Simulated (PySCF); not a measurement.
**Frequency calculation of PH₆Cl₂ (charge +1)**

PH₆Cl₂, charge +1, SMILES [PH4+].Cl.Cl, computed with PBE0-D3(BJ)/def2-SVPD harmonic vibrations by differences of gradients, gas phase (PySCF 2.14.0).

The geometry comes from this level: PBE0-D3(BJ)/def2-SVPD.

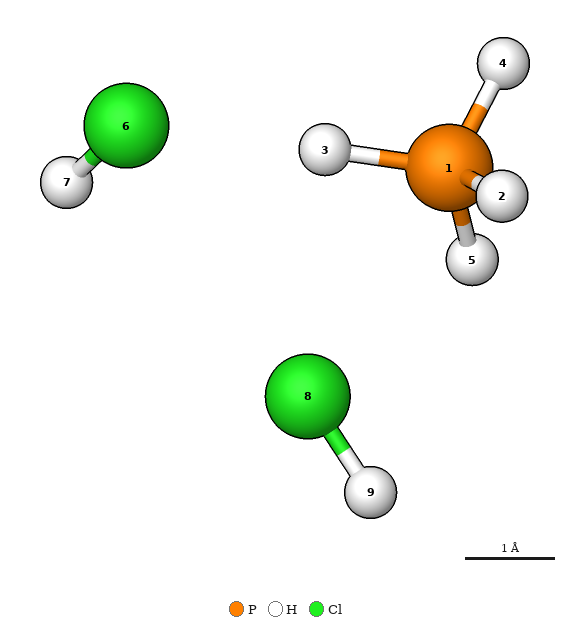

*The structure as given in the input (ball-and-stick view, seen at a tilt; atoms are numbered from 1 in the order of the input).*

Bond lengths as drawn: Cl–H 1.29 Å and H–P 1.41 to 1.42 Å.

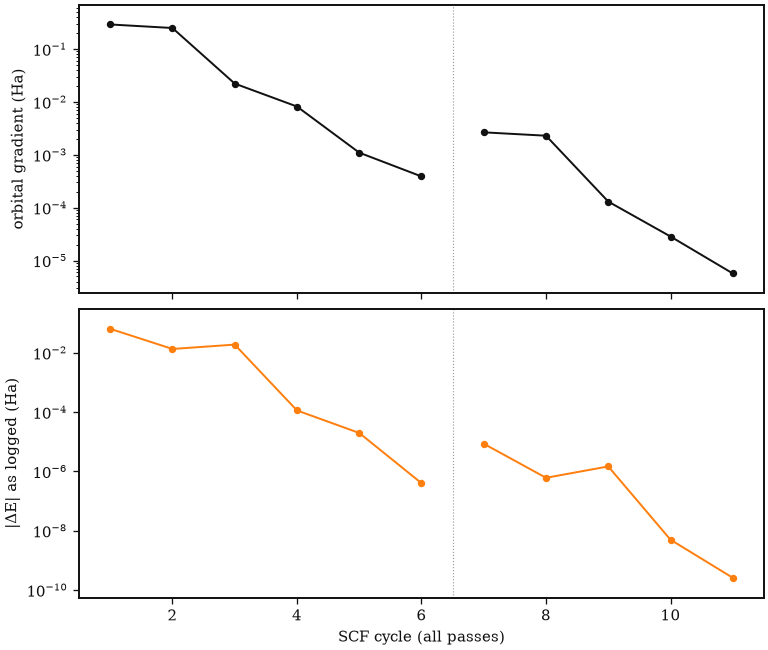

*Convergence of the self-consistent field: orbital gradient and size of the energy change against the SCF cycle. The dotted line marks the change from a coarse to the final integration grid.*

The first 6 cycles use a coarse grid, the final grid takes over at cycle 7, and the field converges after 11 cycles in all.

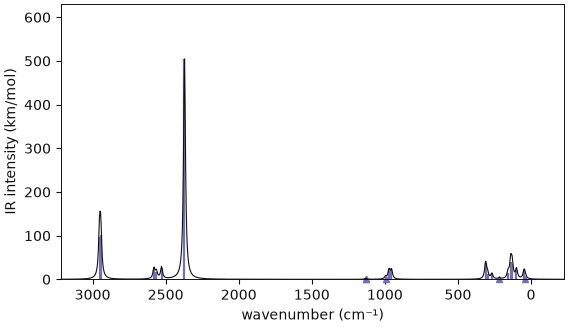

*Harmonic infrared spectrum, unscaled: sticks (degenerate modes added up, dark ones marked on the axis) with a Lorentzian envelope of 16 cm⁻¹ full width, scaled to the tallest stick.*

21 modes from 38 to 2952 cm⁻¹, none imaginary. The strongest line is at 2371 cm⁻¹ (505 km/mol).

The input that produced these results follows, with the program's output.

### Input file
```
{"job": {"kind": "irdft", "xc": "PBE0", "basis": "def2-SVPD", "disp": "d3bj", "grid": 2}, "charge": 1, "multiplicity": 1, "parts": [{"atoms": "0-4", "charge": 1, "multiplicity": 1}, {"atoms": "5-6", "charge": 0, "multiplicity": 1}, {"atoms": "7-8", "charge": 0, "multiplicity": 1}]}
P     -0.008715    -0.112716     0.052929
H     -0.675907     1.080317    -0.279547
H      0.550583    -0.031203     1.358493
H     -0.943516    -1.168302    -0.005734
H      0.989616    -0.366568    -0.904923
Cl     1.329100     0.422622     3.505124
H      2.557674     0.019648     3.522138
Cl     2.138268     2.292844     0.420736
H      2.528703     2.780549    -0.711979
```

The first line tells a small driver script what to run in PySCF; the rest is the geometry in Å.

Launch command:
```bash
OMP_NUM_THREADS=1 python <driver script> task.json out
```

### Output
```
coarse grid: 8592 points
cycle   1  E = -1264.1004219801  dE =  6.420e-02  |g| = 2.915e-01  |ddm| = 2.791e+00
cycle   2  E = -1264.1138362956  dE = -1.341e-02  |g| = 2.498e-01  |ddm| = 8.470e-01
cycle   3  E = -1264.1326484445  dE = -1.881e-02  |g| = 2.222e-02  |ddm| = 4.143e-01
cycle   4  E = -1264.1327616674  dE = -1.132e-04  |g| = 8.181e-03  |ddm| = 4.810e-02
cycle   5  E = -1264.1327813702  dE = -1.970e-05  |g| = 1.098e-03  |ddm| = 1.752e-02
cycle   6  E = -1264.1327817692  dE = -3.990e-07  |g| = 3.897e-04  |ddm| = 2.658e-03
final grid: 67656 points
cycle   7  E = -1264.2585184771  dE = -8.543e-06  |g| = 2.659e-03  |ddm| = 5.023e-02
cycle   8  E = -1264.2585190820  dE = -6.049e-07  |g| = 2.295e-03  |ddm| = 8.639e-03
cycle   9  E = -1264.2585205441  dE = -1.462e-06  |g| = 1.304e-04  |ddm| = 4.074e-03
cycle  10  E = -1264.2585205490  dE = -4.938e-09  |g| = 2.850e-05  |ddm| = 2.718e-04
cycle  11  E = -1264.2585205493  dE = -2.569e-10  |g| = 5.707e-06  |ddm| = 5.115e-05
converged SCF energy = -1264.2585205493

mode    cm-1     km/mol
  1      38.4      5.82
  2      47.5     20.65
  3      99.4     22.30
  4     129.1     34.27
  5     138.9     40.69
  6     156.6     14.50
  7     216.9      2.73
  8     267.6     12.21
  9     297.7     12.88
 10     310.9     37.52
 11     954.9     20.74
 12     971.3     21.49
 13     995.2      5.90
 14    1130.0      0.97
 15    1132.0      1.18
 16    2371.1    504.66
 17    2528.2     26.55
 18    2563.6     16.55
 19    2579.9     23.99
 20    2944.2    101.96
 21    2952.5     96.93
```

### Results in brief

| quantity | value |
| --- | --- |
| outcome | converged |
| total energy | −1264.258521 hartree |
| hardware | 1 CPU thread, shared host |
| wall time | 6.2 min |
| peak memory | 0.6 GiB |
